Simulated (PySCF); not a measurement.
```xyz
3

Cl   -1.7560   -0.3655   -0.0034
Si   -0.0006    0.7069   -0.0103
Cl    1.7681   -0.3439    0.0011
```

Geometry: GFN2-xTB.

Level of theory: PySCF 2.14.0, density-fitted response routines, UKS B3LYP, pcH-1 on Cl Si, non-relativistic, mean-field spin-orbit, GIAO.

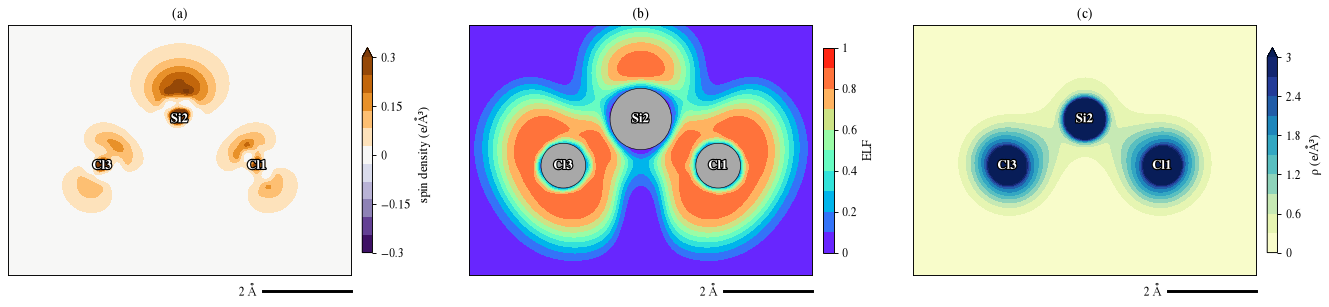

Cl$_{2}$Si (SMILES Cl[Si]Cl) (triplet). (a) spin density (α minus β); (b) ELF; (c) electron density on the molecular plane. Grey discs cover the atomic cores in the ELF map.

Question: Interpret the plot.

Answer: The plane passes through Cl and Si nuclei. Si–Cl (2.06 Å): ρ is about 0.86 e/Å³ halfway; the ELF peaks at about 0.85 between the atoms; a polar covalent bond. The ELF also peaks beside Cl3, Cl1 and Si2, away from the bonds: non-bonding electrons, paired or unpaired. The unpaired spin (2 electrons) lies mostly on Si2 (about 1.5), Cl1 (about 0.3) and Cl3 (about 0.3), in electrons by Hirshfeld's partition.
